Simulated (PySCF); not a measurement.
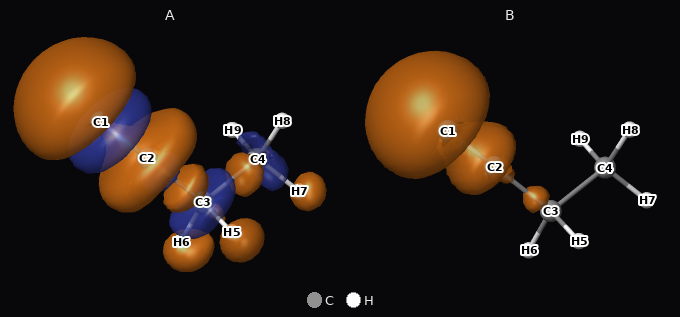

Figure 1: C₄H₅, charge −1, SMILES `[C-]#CCC`. The Fukui function f⁻ from two separate SCF calculations and the density of the HOMO, at ±0.02 e/Å³ (orange positive, blue negative).

PySCF calculation, LDA (SVWN)/def2-SVPD, gas phase; geometry: GFN2-xTB. The highest occupied Kohn–Sham orbital has positive energy, a self-interaction fault of such functionals for anions. No frequency check shows the geometry to be a minimum.

Question: Which panel is which, and how good is the frozen-orbital picture?

Answer: A is f⁻ (it has negative regions), B the HOMO density. The HOMO lies on C1 (87 %) and C2 (11 %); f⁻ (Hirshfeld-condensed) is largest on C1 (0.56); the vertical detachment energy is 2.92 eV. Relaxation shifts 31 % of the electron between atoms. The orbital energy is 0.59 eV.
